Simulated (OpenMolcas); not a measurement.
PH$_{2}$: single-point calculation (part 1 of 2)

The run: single-point calculation of PH$_{2}$, multiplicity 2. Method and program: BMK/ANO-L-VDZP, UKS (OpenMolcas 26.06).

The geometry comes from this level: GFN2-xTB.

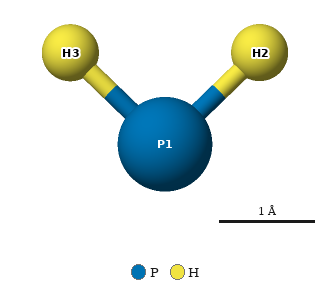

**Figure 1.** The structure as given in the input (ball-and-stick view, seen on its broad side; atoms are numbered from 1 in the order of the input).

### The input
```
* H2P Kohn-Sham DFT

&gateway
 coord = geom.xyz
 basis = ANO-L-VDZP
 group = NoSym

&seward

&scf
 uhf
 spin = 2
 ksdft = 2
 1.0 HYB_MGGA_X_BMK
 1.0 GGA_C_BMK
 prorbitals = 0
```

### File geom.xyz
```
3

P      0.514470    -0.302750     0.252680
H      0.111510     1.027360     0.172420
H     -0.625980    -0.724620    -0.425100
```

Launched with:
```bash
export MOLCAS_MEM=1860
pymolcas job.inp > job.log
```

### What the program printed
```
--- Start Module: gateway ---

                                              &GATEWAY

                       available to each process: 1.9 GB of memory, 1 thread

++    Symmetry information:
      ---------------------

                    Character Table for C1

                             E
                    a        1  x, y, xy, Rz, z, xz, Ry, yz, Rx, I
--

++    Basis set information:
      ----------------------

      Basis set label: P.ANO-L...4S3P1D.

      Electronic valence basis set:
      ------------------
      Associated Effective Charge  15.000000 au
      Associated Actual Charge     15.000000 au
      Nuclear Model: Point charge

      Shell  nPrim  nBasis  Cartesian Spherical Contaminant
         s      17       4        X
         p      12       3        X
         d       5       1                 X

      Basis set label: H.ANO-L...2S1P.

      Electronic valence basis set:
      ------------------
      Associated Effective Charge   1.000000 au
      Associated Actual Charge      1.000000 au
      Nuclear Model: Point charge

      Shell  nPrim  nBasis  Cartesian Spherical Contaminant
         s       8       2        X
         p       4       1        X
--

++    Molecular structure info:
      -------------------------

                    ************************************************
                    **** Cartesian Coordinates / bohr, angstrom ****
                    ************************************************

     Center  Label                x              y              z                     x              y              z
        1      P1               0.972207      -0.572115       0.477496              0.514470      -0.302750       0.252680
        2      H2               0.210723       1.941429       0.325827              0.111510       1.027360       0.172420
        3      H3              -1.182931      -1.369333      -0.803323             -0.625980      -0.724620      -0.425100

                    ***************************************
                    *    InterNuclear Distances / bohr    *
                    ***************************************

               1 P1            2 H2            3 H3
    1 P1       0.000000
    2 H2       2.630734        0.000000
    3 H3       2.630717        3.765421        0.000000

                    *******************************************
                    *    InterNuclear Distances / angstrom    *
                    *******************************************

               1 P1            2 H2            3 H3
    1 P1       0.000000
    2 H2       1.392125        0.000000
    3 H3       1.392116        1.992575        0.000000

                    **************************************
                    *    Valence Bond Angles / degree    *
                    **************************************
                          Atom centers                 Phi
                      2 H2       1 P1       3 H3        91.39
--

            Nuclear Potential Energy             11.66927113 au

--- Stop Module: gateway /rc=_RC_ALL_IS_WELL_ ---

--- Start Module: seward ---

                                              &SEWARD

                       available to each process: 1.9 GB of memory, 1 thread

               SEWARD will generate:
                  Multipole Moment integrals up to order  2
                  Kinetic Energy integrals
                  Nuclear Attraction integrals (point charge)
                  One-Electron Hamiltonian integrals
                  Velocity integrals
                  Orbital angular momentum around (  0.8831  -0.5197   0.4337 )
                  Velocity quadrupole around (  0.8831  -0.5197   0.4337 )
                  Two-Electron Repulsion integrals

                   Integrals are discarded if absolute value <: 1.00E-14
                   Integral cutoff threshold is set to       <: 1.00E-16

            Nuclear Potential Energy             11.66927113 au

      Basis set specifications :
      Symmetry species         a
      Basis functions           28

--- Stop Module: seward /rc=_RC_ALL_IS_WELL_ ---

--- Start Module: scf ---

                                                &SCF

                       available to each process: 1.9 GB of memory, 1 thread

++    Input section:
      --------------

      Header of the integral files:

      Cartesian coordinates in angstrom:
      -----------------------------------------------------
      No.  Label        X            Y            Z
      -----------------------------------------------------
       1   P1         0.51447000  -0.30275000   0.25268000
       2   H2         0.11151000   1.02736000   0.17242000
       3   H3        -0.62598000  -0.72462000  -0.42510000
      -----------------------------------------------------
      Nuclear repulsion energy =   11.66927113
--

++    Orbital specifications:
      -----------------------

      Symmetry species               1
                                     a
      Frozen orbitals                0
      Occupied orbitals alpha        9
      Occupied orbitals beta         8
      Secondary orbitals alpha      19
      Secondary orbitals beta       20
      Deleted orbitals               0
      Total number of orbitals      28
      Number of basis functions     28
--

      Molecular charge                           0.000

      Numerical integration parameters
      --------------------------------
      Radial quadrature type:                         MHL
      Size of radial grid:                            75
      Lebedev angular grid:                           29
      Angular grid pruned with the crowding factor:  3.00E+00
                                 and fading factor:  6.00E+00
      Screening threshold for integral computation:   1.00E-11
      Radial quadrature accuracy:                     1.00E-25
      Maximum batch size:                             128
      AO values are stored on disk
      The same grid will be used for all iterations.

      DFT functional specifications
      -----------------------------
      Using Libxc version: 6.2.2
      Please cite the following reference:
      S. Lehtola, C. Steigemann, M. J.T. Oliveira, and M. A.L. Marques.,  SoftwareX 7, 1–5 (2018) doi:10.1016/j.softx.2017.11.002

      * Boese-Martin for kinetics
      * Boese-Martin correlation for kinetics

++    Optimization specifications:
      ----------------------------

      SCF Algorithm: Conventional USCF
      D(i)-D(i-1) density differences are used
      Number of density matrices in core                 5
      Maximum number of NDDO SCF iterations            400
      Maximum number of HF SCF iterations              400
      Threshold for SCF energy change             1.00E-09
      Threshold for density matrix                1.00E-04
      Threshold for Fock matrix                   1.50E-04
      Threshold for linear dependence             1.00E-09
      Threshold at which DIIS is turned on        1.50E-01
      Maximum depth in the DIIS procedure                5
      Maximum depth in the BFGS Hessian update          30
      Threshold at which QNR/C2DIIS is turned on  7.50E-02
      Threshold for Norm(delta) (QNR/C2DIIS)      1.00E-03
      All orbitals punched on: UHFORB
--

      Input vectors read from INPORB
      Orbital file label: *Guess orbitals

++ Convergence information
                               UHF [...]      iterations: Energy and convergence statistics

Iter     Tot. [...]      One-elec.       Two-elec.     Energy      Max Dij or  Max Fij      DNorm      TNorm      AccCon     Time
         Energy          Energy          Energy        Change      Delta Norm                                                in Sec.
   1  -342.314412197  -508.081615366   154.097932037   0.00E+00    2.92E-01*   1.01E-01*    5.73E+00   6.93E+01   None         0.
   2  -342.401757743  -510.868178948   156.797150073  -8.73E-02*   1.20E-01*   3.14E-02*    9.82E-01   6.99E+01   EDIIS        0.
   3  -342.411991375  -509.719132756   155.637870250  -1.02E-02*   1.18E-02*   9.71E-03*    5.54E-01   6.97E+01   c2DIIS       0.
   4  -342.413918147  -510.039197475   155.956008196  -1.93E-03*   7.22E-03*   9.35E-04*    4.77E-02   6.98E+01   QNRc2DIIS    0.
   5  -342.413926134  -510.040173949   155.956976684  -7.99E-06*   2.79E-03*   3.02E-04*    1.07E-02   6.98E+01   QNRc2DIIS    0.
   6  -342.413926827  -510.036444210   155.953246251  -6.93E-07*   5.19E-04    7.34E-05     4.05E-03   6.98E+01   QNRc2DIIS    0.
   7  -342.413926874  -510.038095004   155.954896999  -4.62E-08*   7.55E-05    8.24E-06     1.04E-03   6.98E+01   QNRc2DIIS    0.
   8  -342.413926874  -510.037754724   155.954556718  -9.04E-10    2.38E-05    4.03E-06     1.34E-04   6.98E+01   QNRc2DIIS    0.

       Convergence after   8 Iterations
--

 *****************************************************************************************************************************
 *                                             SCF/KS-DFT Program, Final results                                             *
 *                                                       Final Results                                                       *
 *****************************************************************************************************************************

::    Total KS-DFT energy                            -342.4139268745
      One-electron energy                            -510.0377547239
      Two-electron energy                             155.9545567181
      Nuclear repulsion energy                         11.6692711313
      Kinetic energy (interpolated)                   341.6236932180
      Virial theorem                                    1.0023131699
      Total spin, S(S+1)                                0.7532873781
      Total spin, S                                     0.5016423404
      Max non-diagonal density matrix element           0.0000133259
      Max non-diagonal Fock matrix element              0.0000011717

      No orbitals printed

++    Static properties:
      ------------------

      LoProp Charges per center

                   P1       H2       H3
      Nuclear     15.0000   1.0000   1.0000
      Electronic -14.9907  -1.0047  -1.0047

      Total        0.0093  -0.0047  -0.0047
--

      No orbitals printed

++    Molecular charges:
      ------------------

      Mulliken charges per centre
      ---------------------------

                            P1                      H2                      H3
                     alpha        beta       alpha        beta       alpha        beta
      Total        7.9736      6.9471      0.5132      0.5264      0.5132      0.5264
      Total             14.9208                  1.0396                  1.0396

      Charge            0.0792                 -0.0396                 -0.0396

      Total electronic charge=   17.000000

      Total            charge=   -0.000000
--

++    Static properties:
      ------------------

      LoProp Charges per center

                   P1       H2       H3
      Nuclear     15.0000   1.0000   1.0000
      Electronic -14.9907  -1.0047  -1.0047

      Total        0.0093  -0.0047  -0.0047
--
```
